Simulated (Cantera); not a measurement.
Charge: 1 mol SiH₄, 49 mol NH₃, at 0.133 bar.

Cantera equilibrium calculation (NASA polynomials, part measured and part estimated; ideal gas, pure solids and liquids). Candidate condensed phases: Si, Si₃N₄; 18 gas species. The tables' values for SiN are old estimates; treat these amounts as uncertain. Gases not in the tables: Si₂H₆ and higher silanes. Rates play no part.

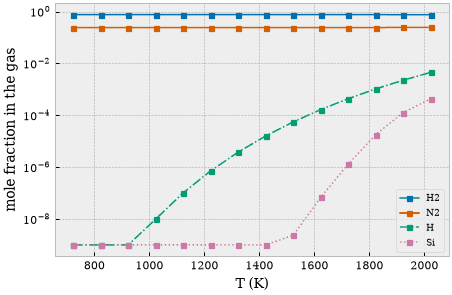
Equilibrium gas composition (values under 1e-9 drawn at 1e-9)

From 723 K to 1823 K the condensed part is Si₃N₄(s). From 1923 K to 2023 K the condensed part is Si(l).
